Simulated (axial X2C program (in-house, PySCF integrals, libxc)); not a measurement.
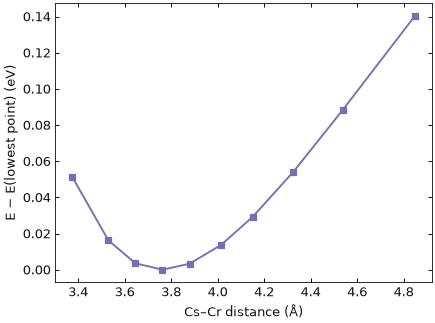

Figure 1. Energy at 10 bond lengths, for one set of occupations held fixed; the line joins the points. A polynomial of degree 6 through 9 points gives rₑ = 3.760 Å, ωₑ = 61.12 cm⁻¹, ωₑxₑ = 0.26 cm⁻¹ and Bₑ = 0.03193 cm⁻¹. The minimum lies 0.75 eV below Cs + Cr⁻, each computed as one determinant at the same level.

# CsCr⁻: relativistic diatomic calculation

System: CsCr⁻, single determinant with M_S = 3 and |Λ| = 0.
Method: BP86, spin-free X2C-1e, Cs dyall-av2z, Cr dyall-av2z (cores contracted) (axial X2C program (in-house, PySCF integrals, libxc)).

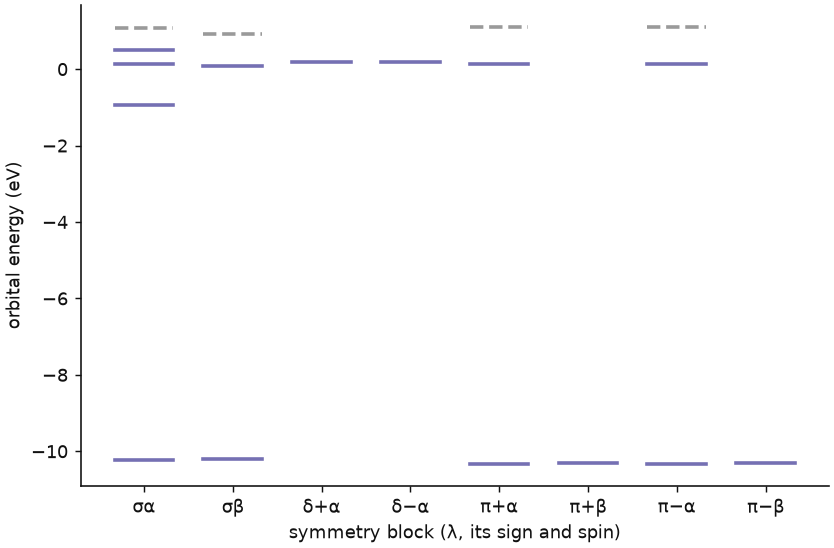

Figure 2. Orbital energies near the frontier at 3.88 Å, filled (solid) and empty (dashed); a label such as π−α means λ = −1 and α spin. The highest filled orbital (σα; 53 % Cs s, 25 % Cs p) lies at 0.51 eV, the lowest empty one (σβ; 40 % Cs s, 39 % Cs p) at 0.93 eV. A filled level above zero is held only by the finite basis .

Input and output of the run follow.

Input file:
```
{"zs": [55, 24], "q": -1, "bas": ["dyall-av2z", "dyall-av2z"], "levels": ["PBE0", "HF", "r2SCAN0", "BP86"], "cc": false, "r0": 3.54, "npts": 10, "nst": 2, "ntry": 6, "opt": {"gaunt": 0}}
```

The line is the task of a batch: nuclear charges, charge, bases, the levels to run, a first guess of the distance and further settings. This report covers BP86 without spin-orbit coupling. The log is that of the reference distance 3.879 Å.

Launched within a batch (the task file carries these settings):
```bash
python <driver script> task.json out
```

Log:
```
spin-free X2C-1e  BP86
basis functions 169  fitting functions 1035  grid points 5811
iter        total energy     max residual
   1      -8838.045047579     1.74e-01
   2      -8838.048740431     1.13e-01
   3      -8838.048771967     9.22e-02
   4      -8838.051378812     5.89e-03
   5      -8838.051419596     1.30e-03
   6      -8838.051443934     2.07e-03
   7      -8838.051453367     2.98e-04
   8      -8838.051455523     2.88e-04
   9      -8838.051456306     1.28e-04
  10      -8838.051456844     1.77e-04
  11      -8838.051457266     3.10e-05
  12      -8838.051457410     3.44e-05
  13      -8838.051457470     2.39e-05
  14      -8838.051457484     5.34e-06
  15      -8838.051457486     3.93e-06
converged
one-electron -12461.41309937  Coulomb 3688.07466924  exact exchange 0.00000000  xc functional -244.78879905  nuclear repulsion 180.07577170
```

The points of the curve:

| R (Å) | E (hartree) | dipole (D; origin at the first atom, positive when the second is positive) | highest filled (eV) | lowest empty (eV) |
| --- | --- | --- | --- | --- |
| 3.375 | −8838.049692 | −2.16 | 0.57 | 0.94 |
| 3.530 | −8838.050981 | −3.08 | 0.55 | 0.94 |
| 3.646 | −8838.051447 | −3.74 | 0.54 | 0.94 |
| 3.763 | −8838.051577 | −4.37 | 0.52 | 0.94 |
| 3.879 | −8838.051457 | −4.99 | 0.51 | 0.93 |
| 4.015 | −8838.051075 | −5.67 | 0.49 | 0.92 |
| 4.151 | −8838.050504 | −6.33 | 0.46 | 0.90 |
| 4.325 | −8838.049591 | −7.13 | 0.44 | 0.88 |
| 4.538 | −8838.048328 | −8.05 | 0.40 | 0.85 |
| 4.849 | −8838.046418 | −9.29 | 0.35 | 0.79 |

Key numbers:

- outcome: converged; a filled level lies above zero
- bond length rₑ: 3.760 Å
- ωₑ: 61.12 cm⁻¹
- energy at the minimum: −8838.05158 hartree
- depth below the fragments: 0.75 eV
- largest ⟨S²⟩ along the curve: 12.06
- hardware: 1 thread of Arm Neoverse N1, 98 GiB of memory available, shared host
- wall time: 7.5 s
- peak memory: 0.38 GiB

Remarks:

The highest filled level (BP86, up to 0.57 eV) lies above zero. That is common for anions, where the functional's self-interaction leaves the outer electrons unbound; only the finite basis holds them, so such levels depend on it.
